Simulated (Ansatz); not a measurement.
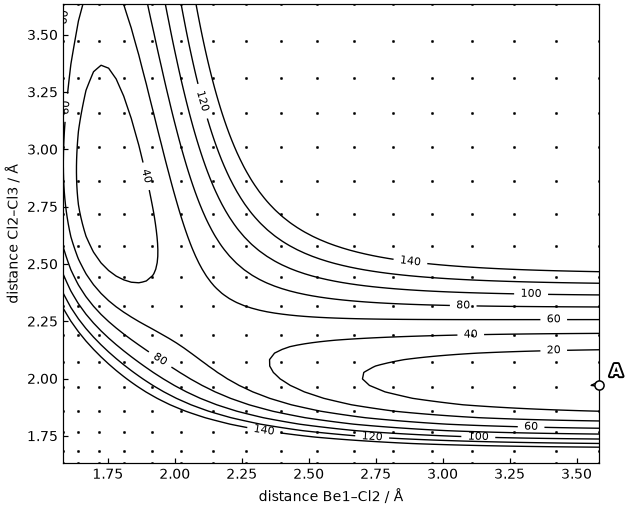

The system Be + Cl₂. Coordinates scanned: (1) distance Be1–Cl2; (2) distance Cl2–Cl3. Nothing is relaxed (the angle Be1–Cl2–Cl3 is fixed at 180 degrees). The scan uses a 17 × 17 grid. Points are written as (first, second). Energies: kJ/mol, counted from the lowest grid point. The reference is spin-restricted, so regions where a bond is pulled apart into radicals lie too high. Theory: Ansatz 0.2.0, RHF/def2-TZVPD.

In the figure: contour lines labelled in kJ/mol (none above 140), dots at the grid points, the point A. Between grid points the surface is interpolated.

Find the lowest path from A to the other arm of the map, and its barrier.

The easiest path runs from the side where the first distance is long, (3.584 Å, 1.962 Å), to the well on the other side, about (1.76 Å, 2.82 Å). Its highest point, at about (2.12 Å, 2.23 Å), lies about 51 kJ/mol above the start and 28 kJ/mol above the end on the interpolated surface. An end on the edge of the scan is no minimum, so the barrier from there is a lower bound.

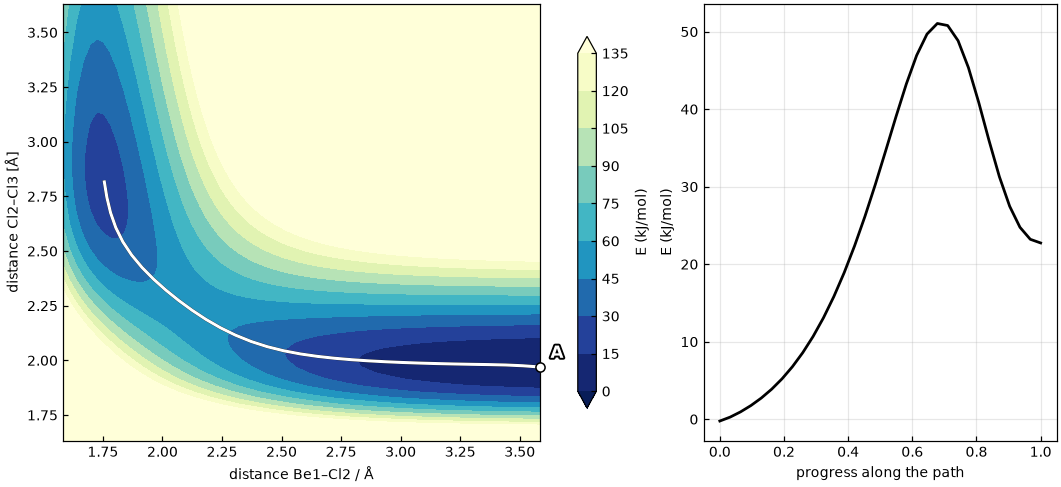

The picture shows filled contours, a line along the lowest path, one colour for all values above the top of the scale, the energy along the path at the right. Between grid points the surface is interpolated.
